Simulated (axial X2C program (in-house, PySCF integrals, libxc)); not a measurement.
# A two-component session on CuH: properties at the nuclei

Aim: properties at the nuclei of CuH, with spin–orbit coupling in the Hamiltonian from the start.

Method: two-component X2C with atomic mean-field terms, Cu dyall-acv3z, H dyall-av3z; program: an in-house X2C program for linear molecules on PySCF integrals.

All values are calculated.

## (1) The job

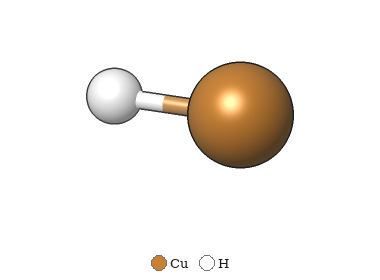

The two atoms at 1.440 Å (copper orange, hydrogen white).

The input, task.json:

```json
{"zs": [29, 1], "q": 0, "bas": ["dyall-acv3z", "dyall-av3z"], "r0": 1.44, "levels": ["PBE0", "HF", "B3LYP"], "nst": 1, "ff": 1, "thr": -3.5, "nmax": 130, "opt": {"ecut": 60}}
```

Keys: zs atomic numbers; q charge; bas basis sets; r0 starting distance in Å; levels methods (HF also brings MP2); nst determinants followed; ff finite-field run; thr threshold in hartree for freezing inner shells (an s shell follows its p shell); nmax most natural virtual spinors; ecut virtual cutoff in hartree.

Command:

```console
> python soeom.py task.json out
```

Nuclei are Gaussian, cores are contracted, and the Gaunt term is on.

## (2) Expectation values, lowest determinant

R = 1.462 Å. State: Ω = 0 (closed shell).

Output of the PBE0 run:

```text
two-component X2C + atomic mean field  PBE0
basis functions 147  fitting functions 777  grid points 5070
iter        total energy     max residual
   1      -1653.715660808     1.66e+00
   2      -1654.673109121     4.60e-02
   3      -1654.483858231     1.83e-01
   4      -1654.689674702     2.55e-03
   5      -1654.689705245     9.02e-04
   6      -1654.689713916     1.27e-04
   7      -1654.689714211     4.65e-05
   8      -1654.689714232     2.21e-05
   9      -1654.689714236     3.60e-06
  10      -1654.689714237     4.31e-07
converged
one-electron -2325.81997222  Coulomb 729.25504804  exact exchange -16.66434457  xc functional -51.44844520  nuclear repulsion 10.49667518  atomic mean-field constant -0.50867546
```

The highest occupied spinor is 43% Cu d, 29% Cu s, 23% H s.

```csv
level,qzz Cu (a.u.),qzz H (a.u.),μ (D)
PBE0,0.33,0.12,-2.60
HF,-0.65,0.13,-3.89
B3LYP,0.48,0.12,-2.40
```

qzz is the electric field gradient, eQq0 = 234.96 MHz × Q/barn × qzz; μ is positive if H is the positive end. The operators were transformed with the bare-nucleus X2C matrices.

## (3) Finite-field coupled cluster

Output:

```text
two-component X2C + atomic mean field  HF
basis functions 147  fitting functions 777  grid points 5070
iter        total energy     max residual
   1      -1653.234302743     1.53e-01
   2      -1653.256781225     2.07e-02
   3      -1653.254497726     3.09e-02
   4      -1653.262286423     3.33e-03
   5      -1653.262641097     1.98e-03
   6      -1653.262831146     1.24e-03
   7      -1653.262891214     5.16e-04
   8      -1653.262900509     5.60e-05
   9      -1653.262900736     3.00e-05
  10      -1653.262900775     5.81e-06
  11      -1653.262900778     3.07e-06
  12      -1653.262900778     1.27e-06
converged
one-electron -2327.63871303  Coulomb 731.24956762  exact exchange -66.86175508  xc functional 0.00000000  nuclear repulsion 10.49667518  atomic mean-field constant -0.50867546
correlated 20  virtual 232  natural virtual 130  E(MP2) -1.019870210  MP2 remainder -0.019276256
iter   CCSD correlation   residual
   1     -0.795371406   3.39e-01
   2     -0.863911636   2.36e-01
   3     -0.872184184   4.35e-02
   4     -0.871843311   2.08e-02
   5     -0.871972245   1.20e-02
   6     -0.872653943   7.17e-03
   7     -0.872483318   3.74e-03
   8     -0.872404410   1.75e-03
   9     -0.872554607   6.71e-04
  10     -0.872522142   3.56e-04
  11     -0.872507627   1.25e-04
  12     -0.872517352   7.51e-05
  13     -0.872513453   4.79e-05
  14     -0.872511844   2.74e-05
  15     -0.872512492   1.66e-05
  16     -0.872512613   1.04e-05
  17     -0.872512163   6.15e-06
  18     -0.872512398   3.08e-06
  19     -0.872512317   1.57e-06
  20     -0.872512359   7.73e-07
  21     -0.872512357   3.89e-07
(T) -0.032670229  T1 0.0421  D1 0.1172  max T2 0.070
```

T1 in the output is the amplitude norm over the root of the electron number; divide by √2 for the Lee–Taylor value.

20 electrons correlated in 130 natural virtual spinors, MP2 remainder added; T1 = 0.030.

```
  level  qzz Cu (a.u.)  qzz H (a.u.)  μ (D)
     HF          -0.65          0.13  -3.89
    MP2          -0.01          0.13  -2.66
   CCSD          -0.08          0.12  -2.92
CCSD(T)           0.07          0.13  -2.68
```

## (4) What came out

| quantity | value |
| --- | --- |
| lowest determinant | Ω = 0 (closed shell) |
| qzz Cu (a.u.), PBE0 | 0.33 |
| qzz H (a.u.), PBE0 | 0.12 |
| μ (D), PBE0 | -2.60 |
| qzz Cu (a.u.), CCSD(T) | 0.07 |
| qzz H (a.u.), CCSD(T) | 0.13 |
| μ (D), CCSD(T) | -2.68 |

**Reading.** The expectation values come from single determinants, which for open shells can mix terms of unlike spin or miss the lowest Ω, so a determinant need not be a state. qzz is the electric field gradient, eQq0 = 234.96 MHz × Q/barn × qzz; μ is positive if H is the positive end. The operators were transformed with the bare-nucleus X2C matrices. Correlation of the inner shells is missing, which matters for properties at the nucleus.
